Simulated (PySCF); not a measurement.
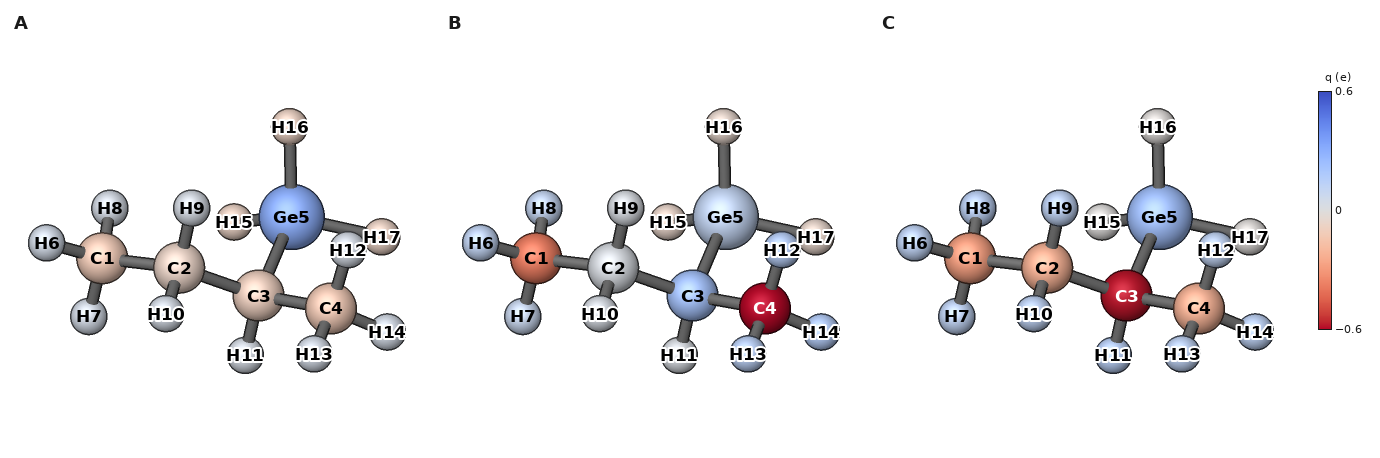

Atomic charges of one calculation by 3 schemes, on one colour scale. The computed structure is the end point of a PBE0-D3(BJ)/def2-SVP optimisation. No frequency run is at hand to confirm it as a minimum. Method: PBE0/pcSseg-1 (PySCF 2.14.0).

Question: The schemes are ESP-fitted, Hirshfeld, Mulliken. Which panel shows which?

Answer: A Hirshfeld, B ESP-fitted, C Mulliken.

List the charges (e), one line for each set of equivalent atoms.

```json
{"atom": "C1", "Hirshfeld": "−0.11", "ESP-fitted": "−0.38", "Mulliken": "−0.28"}
{"atom": "C2", "Hirshfeld": "−0.07", "ESP-fitted": "0.02", "Mulliken": "−0.22"}
{"atom": "C3", "Hirshfeld": "−0.09", "ESP-fitted": "0.21", "Mulliken": "−0.58"}
{"atom": "C4", "Hirshfeld": "−0.12", "ESP-fitted": "−0.59", "Mulliken": "−0.21"}
{"atom": "Ge5", "Hirshfeld": "0.29", "ESP-fitted": "0.11", "Mulliken": "0.22"}
{"atom": "H6", "Hirshfeld": "0.04", "ESP-fitted": "0.11", "Mulliken": "0.12"}
{"atom": "H7", "Hirshfeld": "0.04", "ESP-fitted": "0.08", "Mulliken": "0.11"}
{"atom": "H8", "Hirshfeld": "0.03", "ESP-fitted": "0.10", "Mulliken": "0.13"}
{"atom": "H9", "Hirshfeld": "0.03", "ESP-fitted": "0.02", "Mulliken": "0.12"}
{"atom": "H10", "Hirshfeld": "0.03", "ESP-fitted": "0.02", "Mulliken": "0.12"}
{"atom": "H11", "Hirshfeld": "0.03", "ESP-fitted": "0.02", "Mulliken": "0.14"}
{"atom": "H12", "Hirshfeld": "0.04", "ESP-fitted": "0.15", "Mulliken": "0.11"}
{"atom": "H13", "Hirshfeld": "0.04", "ESP-fitted": "0.13", "Mulliken": "0.12"}
{"atom": "H14", "Hirshfeld": "0.04", "ESP-fitted": "0.16", "Mulliken": "0.13"}
{"atom": "H15", "Hirshfeld": "−0.07", "ESP-fitted": "−0.06", "Mulliken": "−0.01"}
{"atom": "H16", "Hirshfeld": "−0.08", "ESP-fitted": "−0.05", "Mulliken": "−0.01"}
{"atom": "H17", "Hirshfeld": "−0.07", "ESP-fitted": "−0.05", "Mulliken": "−0.01"}
```
